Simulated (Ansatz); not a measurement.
**InF (SMILES [F][In]) at wB97M-V/def2-TZVPP (core potential)**

Aim: the electronic atomisation energy of InF at wB97M-V/def2-TZVPP (core potential), from 3 runs. 

The calculation is run with Ansatz 0.2.0.

36 further runs of the same task are left out: 36 set aside as unsound or not needed.

## 1. The system as given

InF: 2 atoms, total charge 0, spin state singlet. As SMILES, `[F][In]`. The coordinates come from a PBE0-D4/def2-TZVP relaxation.

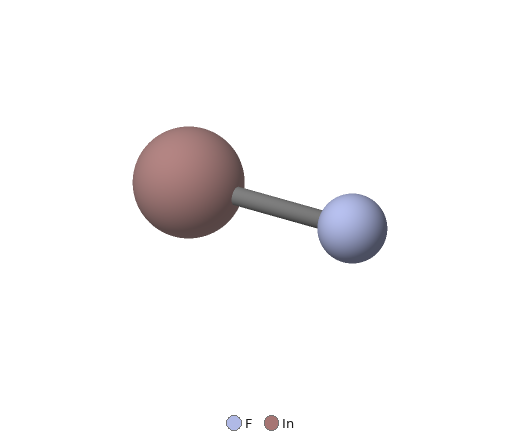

The structure, seen from a chosen angle (fluorine light blue, indium brown).

## 2. A single-point energy at wB97M-V/def2-TZVPP (core potential)

Contents of job.yaml:

```yaml
basis:
  gaussian:
    orbitals: def2-TZVPP
crystal:
  periodic: [false, false, false]
  atoms:
    - {symbol: F, position_ang: [0.000000, 0.000000, 0.015910]}
    - {symbol: In, position_ang: [-0.000000, -0.000000, 2.009580]}
output: {orbitals: {seedname: orbitals}}
hamiltonian:
  xc: {name: wB97M-V}
accuracy: high
```

On the command line:

```
ansatz run job.yaml --threads 1 --pin off --max-ram 3480MiB --events-out events.jsonl --progress --plain --runs-dir runs
```

Log:

```text
Warning: RAYON_NUM_THREADS=1 ignored (pool sized by the plan → 1); use --threads N
Functional definition: wB97M-V
  name "wB97M-V"
  parameter omega = 0.3/bohr
  parameter cx = 0.15
  parameter cx01 = 1.007
  parameter cx10 = 0.259
  parameter css00 = 0.443
  parameter css04 = -1.437
  parameter css10 = -4.535
  parameter css20 = -3.390
  parameter css43 = 4.278
  parameter cos00 = 1.000
  parameter cos10 = 1.358
  parameter cos20 = 2.924
  parameter cos21 = -8.812
  parameter cos60 = -1.390
  parameter cos61 = 9.142
  parameter b = 6.0
  parameter c = 0.01
  gx(w, u) = 1 - cx + cx01*u + cx10*w
  gss(w, u) = css00 + css04*u^4 + css10*w + css20*w^2 + css43*w^4*u^3
  gos(w, u) = cos00 + cos10*w + (cos20 + cos21*u)*w^2 + (cos60 + cos61*u)*w^6
  exchange = spin_sum(e_x_unif_sr(omega)*gx(b97_w, b97_u_x)) + cx*exact_x_sr(omega) + exact_x_lr(omega)
  correlation = spin_sum(e_c_pw_mod_same_spin*gss(b97_w, b97_u_same))
      + integral(e_c_pw_mod_opposite_spin*gos(b97_w_opposite, b97_u_opposite)) + vv10(b, c)
1346 factors; integrals over basis functions are off by at most 3.4e-9 eV
280 factors; integrals over basis functions are off by at most 1.8e-9 eV
mean field evaluation 1: about -7888.1408 eV, gradient 4.4e1 eV
mean field evaluation 2: about -7882.3084 eV, gradient 8.0e1 eV
mean field evaluation 4: about -7891.5720 eV, gradient 8.7e-1 eV
mean field evaluation 8: about -7891.5766 eV, gradient 8.0e-2 eV
mean field evaluation 16: about -7891.5766 eV, gradient 4.2e-6 eV
mean field -7891.57663846 eV, -290.0100923607 hartree, gradient 2.5e-8 eV, S^2 0.000000; 0 other end points of the search recorded, 0 dependent functions left out
reference -7891.57664365 eV, -290.0100925513 hartree; 15, 15 occupied and 66, 66 virtual orbitals, 1346 factors
Total energy: -7891.57664365 eV, -290.0100925513 hartree
```

Wall time 25 s (1 thread of Arm Neoverse V1, shared host); peak memory 0.35 GiB.

## 3. The F atom at the same level

Contents of input.yaml:

```yaml
crystal:
  periodic: [false, false, false]
  atoms:
    - {symbol: F, position_ang: [0.000000, 0.000000, 0.000000]}
basis:
  gaussian: {orbitals: def2-TZVPP}
magnetization: {spin_polarized: true, initial_magnetization: 1}
hamiltonian: {xc: {name: wB97M-V}}
accuracy: high
```

Run the same way, it converges to -99.74527 Eh (log not shown).

## 4. The In atom, same level

Contents of molecule.yaml:

```yaml
crystal:
  periodic: [false, false, false]
  atoms:
    - symbol: In
      position_ang: [0.000000, 0.000000, 0.000000]
basis:
  gaussian:
    orbitals: def2-TZVPP
magnetization:
  spin_polarized: true
  initial_magnetization: 1
accuracy: high
hamiltonian:
  xc: {name: wB97M-V}
```

On the command line:

```
ansatz run molecule.yaml --threads 1 --pin off --max-ram 3480MiB --events-out events.jsonl --progress --plain --runs-dir runs
```

Log, cut to the lines that bear on the results:

```text
Warning: RAYON_NUM_THREADS=1 ignored (pool sized by the plan → 1); use --threads N
[... 2 set-up lines as earlier in the session ...]
[...]
  gx(w, u) = 1 - cx + cx01*u + cx10*w
  gss(w, u) = css00 + css04*u^4 + css10*w + css20*w^2 + css43*w^4*u^3
  gos(w, u) = cos00 + cos10*w + (cos20 + cos21*u)*w^2 + (cos60 + cos61*u)*w^6
[...]
      + integral(e_c_pw_mod_opposite_spin*gos(b97_w_opposite, b97_u_opposite)) + vv10(b, c)
511 factors; integrals over basis functions are off by at most 2.5e-9 eV
188 factors; integrals over basis functions are off by at most 8.4e-10 eV
[...]
mean field -5171.81960754 eV, -190.0608649918 hartree, gradient 2.2e-8 eV, S^2 0.752936; 1 other end points of the search recorded, 0 dependent functions left out
reference -5171.81960914 eV, -190.0608650506 hartree; 11, 10 occupied and 39, 40 virtual orbitals, 511 factors
Total energy: -5171.81960914 eV, -190.0608650506 hartree
```

Wall time 40 s (1 thread of Arm Neoverse V1, shared host); peak memory 0.39 GiB.

## 5. Results

Level: wB97M-V/def2-TZVPP (core potential).

| quantity | value |
| --- | --- |
| molecule: total energy | -290.01009 Eh |
| molecule: HOMO energy | -9.65 eV |
| molecule: LUMO energy | -0.11 eV |
| molecule: HOMO–LUMO gap | 9.54 eV |
| F atom: total energy | -99.74527 Eh |
| F atom: ⟨S²⟩ | 0.752 |
| In atom: total energy | -190.06087 Eh |
| In atom: ⟨S²⟩ | 0.753 |
| electronic atomisation energy | 5.550 eV |

In words: Taking the molecule apart into free atoms costs 5.55 eV (128 kcal/mol), before zero-point energy and without spin-orbit coupling.
